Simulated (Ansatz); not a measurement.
Input

```
crystal:
  periodic: [false, false, false]
  atoms:
    - {symbol: B, position_ang: [0.394224, -0.158167, -0.352286]}
    - {symbol: P, position_ang: [-0.733776, 1.249472, 0.258393]}
    - {symbol: S, position_ang: [1.046432, 1.297784, -1.049973]}
    - {symbol: H, position_ang: [0.615706, -1.314689, -0.348778]}
    - {symbol: H, position_ang: [-0.076936, 1.436140, 1.512604]}
basis:
  gaussian:
    orbitals: def2-TZVPD
hamiltonian:
  xc: {name: PBE0}
output: {forces: true, orbitals: {seedname: orbitals}}
```

Command:

```sh
ansatz run input.yaml --threads 2 --pin off --max-ram 4350MiB --events-out events.jsonl --progress --plain --runs-dir runs
```

Geometry: B3LYP-D4/def2-TZVP.

Method: isolated molecule in a Gaussian basis; Kohn-Sham density functional theory, functional PBE0 (Ansatz 0.2.0).

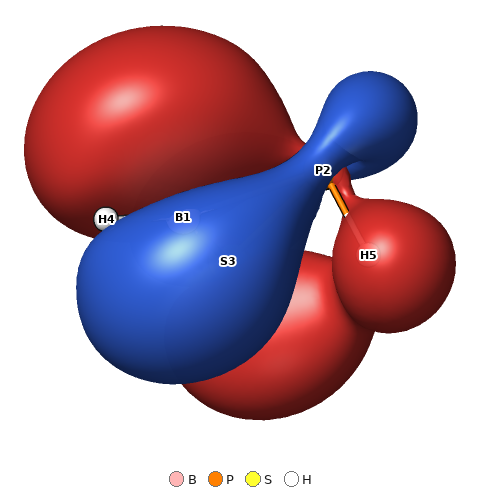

BH2PS. The LUMO at ±0.06 Å⁻³ᐟ² (red and blue are the two phases), seen from one side.

Q: Where does this orbital lie, and at what energy?

A: Its weight (Hirshfeld) is mainly on B1 (about 50 %), S3 (about 25 %), P2 (about 15 %) and H4 (about 5 %); π-antibonding (π*) across B1–S3. Its energy is −1.74 eV.
